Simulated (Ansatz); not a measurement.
# BN (SMILES B#N): UCCSD/3-21G

Aim: the electronic atomisation energy of BN at UCCSD/3-21G, from 3 runs. 

The results are computed with Ansatz 0.2.0.

66 further runs of the same task are left out: 66 set aside as unsound or not needed.

### Step 1. The structure to begin with

BN: 2 atoms, total charge 0, spin state triplet. As SMILES, `B#N`. The shape is that of a GFN2-xTB optimisation.

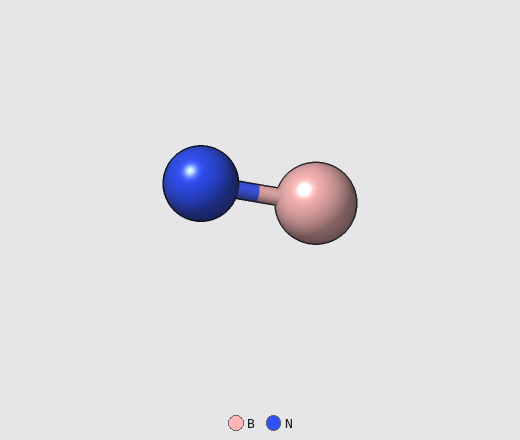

Viewed from a chosen angle; boron pink, nitrogen blue.

### Step 2. A single-point energy at UCCSD/3-21G

job.yaml

```yaml
crystal:
  periodic: [false, false, false]
  atoms:
    - {symbol: B, position_ang: [0.000000, 0.000000, 0.000000]}
    - {symbol: N, position_ang: [0.000000, 0.000000, 1.268430]}
basis:
  gaussian:
    orbitals: 3-21G.json
magnetization:
  spin_polarized: true
  initial_magnetization: 2
correlation:
  method: ccsd
  frozen_orbitals: {B: 1, "N": 1}
accuracy: high
scf:
  omitted_lower_state_checks: [cluster_reference, increment]
```

The basis set 3-21G is read from a file made from the Basis Set Exchange's data (not shown).

Launch:

```console
ansatz run job.yaml --threads 1 --pin off --max-ram 2610MiB --events-out events.jsonl --progress --plain --runs-dir runs
```

What it wrote:

```text
Warning: RAYON_NUM_THREADS=1 ignored (pool sized by the plan → 1); use --threads N
[... 16 lines left out ...]
2 core orbitals not correlated: weight in the atoms' cores, before any rotation towards them, 1.000 or more for the frozen orbitals, at most 0.000 for the correlated occupied ones
[... 30 lines left out ...]
Total energy: -2140.83888374 eV, -78.6743778646 hartree
Checks for a lower state left out: cluster_reference, increment
```

Wall time 0.26 s (1 thread of AMD EPYC 9R45 (Zen 5), shared host).

### Step 3. The B atom

job.yaml

```yaml
crystal:
  periodic: [false, false, false]
  atoms:
    - {symbol: B, position_ang: [0.000000, 0.000000, 0.000000]}
basis:
  gaussian:
    orbitals: 3-21G.json
magnetization:
  spin_polarized: true
  initial_magnetization: 1
correlation:
  method: ccsd
  frozen_orbitals: {B: 1}
accuracy: high
scf:
  omitted_lower_state_checks: [cluster_reference, increment]
```

The basis set 3-21G is read from a file made from the Basis Set Exchange's data (not shown).

Run the same way, it converges to -24.43031 Eh (log not shown).

### Step 4. The N atom at the same level

in.yaml

```yaml
basis:
  gaussian: {orbitals: 3-21G.json}
crystal:
  periodic: [false, false, false]
  atoms:
    - {symbol: N, position_ang: [0.000000, 0.000000, 0.000000]}
accuracy: high
magnetization: {spin_polarized: true, initial_magnetization: 3}
correlation: {method: ccsd, frozen_orbitals: {"N": 1}}
scf: {omitted_lower_state_checks: [cluster_reference, increment]}
```

The basis set 3-21G is read from a file made from the Basis Set Exchange's data (not shown).

Run the same way, it converges to -54.13703 Eh (log not shown).

### Step 5. Outcome

Level: UCCSD/3-21G, 2 core orbitals frozen.

| quantity | value |
| --- | --- |
| molecule: total energy | -78.67438 Eh |
| molecule: correlation energy (2 core orbitals frozen) | -134.3 mEh |
| molecule: ⟨S²⟩ of the reference determinant | 2.049 |
| molecule: T1 diagnostic | 0.043 |
| B atom: total energy | -24.43031 Eh |
| B atom: correlation energy (1 core orbital frozen) | -40.6 mEh |
| B atom: ⟨S²⟩ of the reference determinant | 0.750 |
| B atom: T1 diagnostic | 0.005 |
| N atom: total energy | -54.13703 Eh |
| N atom: correlation energy (1 core orbital frozen) | -31.6 mEh |
| N atom: ⟨S²⟩ of the reference determinant | 3.752 |
| N atom: T1 diagnostic | 0.001 |
| electronic atomisation energy | 2.913 eV |

**Reading.** Taking the molecule apart into free atoms costs 2.91 eV (281 kJ/mol), before zero-point energy and without spin-orbit coupling. The basis has no polarisation functions, which makes bonds too weak.
